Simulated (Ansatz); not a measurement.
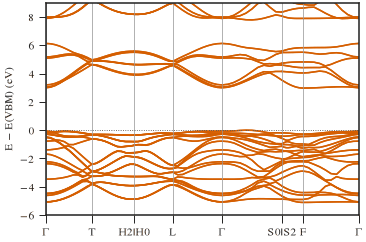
Figure. Band structure from r²SCAN with spin–orbit coupling in the plane-wave PAW code Ansatz

**Question.** Read off the gap and where the band edges lie.

**Answer.** About 3.0 eV (2.98 eV by a search for the band edges); maximum on the Γ–S0 line, 42 % of the way from Γ, minimum at F.

The material is LiNbO₃ in space group R-3c (No. 167; Li on 6a, Nb on 6b, O on 18e).

The first step of the workflow began from a Materials Project structure, measured or hypothetical; the Crystallography Open Database files this formula in space group No. 167, but the cells were not matched. It is not the phase usual at ambient conditions (space group No. 161). The r²SCAN relaxation kept the symmetry of its start. At this level the phase is dynamically unstable (imaginary phonons). The run is not spin-polarised.

Potentials: the earlier of the program's two PAW sets.
